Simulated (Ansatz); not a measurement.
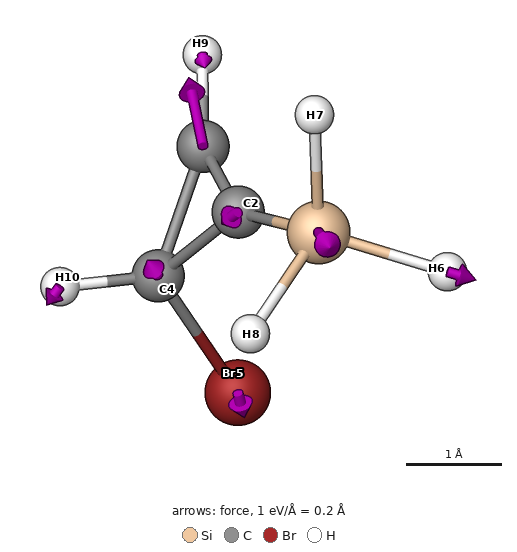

Starting geometry of C$_{3}$H$_{5}$BrSi (coarse preliminary run) with the computed forces as purple arrows. The picture is a ball-and-stick view, seen from a free direction.

The start comes from a force field.

The calculation used RKS PBE-D4/def2-SVP in Ansatz. (force threshold 0.03 eV/Å; at most 200 steps)

What follows when this structure is relaxed?

Answer. It isn't relaxed: the largest force vector, on the Si atom, is 5.28 eV/Å. The final displacements have little in common with the starting forces (cosine between the two patterns 0.18). Over 11 accepted moves (12 points after the start) the energy falls by 21.2 kcal/mol. Largest force component: 4.9 eV/Å at the start, 0.02 eV/Å at the end. The line search rejected the trial step at point 5 of the run. The forces were under the threshold at step 7, but the run went on from there. The largest moves after the best rigid fit, 0.55 Å, are those of H atoms. By element the largest moves are H 0.55 Å, Br 0.36 Å, C 0.20 Å, Si 0.17 Å. Among the contacts that change: C–Si 1.677 → 1.861 Å, Br–C 1.856 → 1.988 Å, H–Si 1.424 → 1.502 Å, C–C 1.271 → 1.327 Å. Among the angles between lasting bonds that change: Br–C–H 122.2° → 107.2°, C–C–H 112.3° → 123.9°, C–C–H 113.6° → 125.0°. Groups turn about C–Si by about 30°. Cost: 16 s on 4 threads of Arm Neoverse V2 (shared host).
